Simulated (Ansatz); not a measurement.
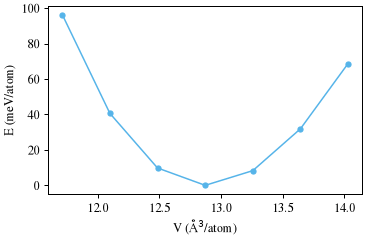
La2TaReN6 in space group Fm-3m (No. 225; La on 8c, Ta on 4b, Re on 4a, N on 24e) under volume change, plane-wave PAW r²SCAN (Ansatz code), shape and atoms relaxed at each volume.

Task: What does a third-order Birch–Murnaghan fit give for V₀, B₀ and B′?

Result: V₀ = 12.88 Å³/atom, B₀ = 248 GPa, B′ = 4.3.

The start of the workflow was typed in or built on a structure type; neither database checked (COD, Materials Project) lists it. Whether it is the stable phase at ambient conditions was not checked. Symmetry was held in the r²SCAN relaxation; its stability against distortions is not shown here. The workflow began spin-polarised and lost its moments. Spin–orbit coupling is left out wherever it is not named.

Potentials: the later of the program's two PAW sets.
